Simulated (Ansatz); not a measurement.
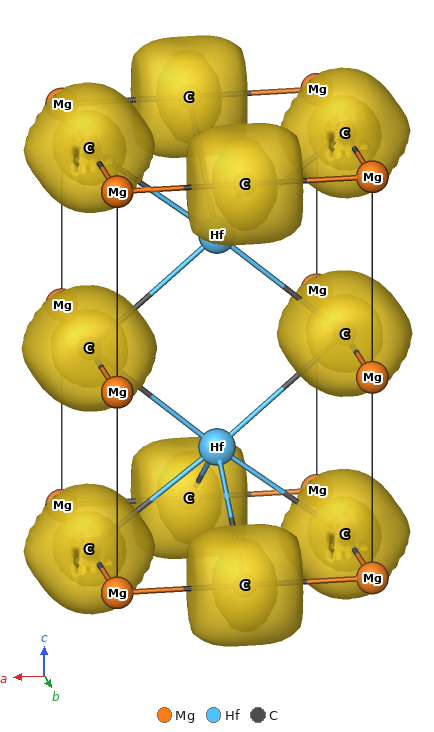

Hf$_{2}$Mg$_{2}$C$_{3}$. Isosurface of the ELF at 0.75 (yellow), seen at an oblique angle. Only the valence region is drawn (cores and ρ < 0.01 e/Å³ removed). Sticks mark near contacts.

Space group Pmmm; a structure generated by program, which may or may not match a known phase.

Computed with DFT PBE, scalar-relativistic, plane waves, PAW (Ansatz 0.2.0).

```yaml
crystal:
  lattice:
    - [3.77008, 0.00000, 0.00000]
    - [0.00000, 4.27386, 0.00000]
    - [0.00000, 0.00000, 6.10737]
  atoms:
    - { symbol: Mg, position: [0.00000, 0.00000, 0.00000] }
    - { symbol: Mg, position: [0.00000, 0.00000, 0.50000] }
    - { symbol: Hf, position: [0.50000, 0.50000, 0.23586] }
    - { symbol: Hf, position: [0.50000, 0.50000, 0.76414] }
    - { symbol: C, position: [0.00000, 0.50000, 0.00000] }
    - { symbol: C, position: [0.00000, 0.50000, 0.50000] }
    - { symbol: C, position: [0.50000, 0.00000, 0.00000] }
```

Q: What do the ELF domains correspond to?

A: The surface consists of three regions wrapped around C (the valence shell of each), counted in one cell of 7 atoms. Any copies at cell faces, edges or corners count once. Along the contacts the grid gives the following. Mg–C (1.89 Å): the ELF peaks at about 0.85 in the valence shell of C, 0.7 Å from its nucleus, and is about 0.45 at the midpoint. Hf–C (2.37 Å): the ELF peaks at about 0.85 in the valence shell of C, 0.7 Å from its nucleus, and is about 0.25 at the midpoint: no localised pair shows between them.

Q: How much charge does the calculation move between the atoms?

A: Electrons move from Mg and Hf towards C. Bader charges: Mg +1.44 to +1.57, Hf +1.74 and C −2.52 to −1.86 e.
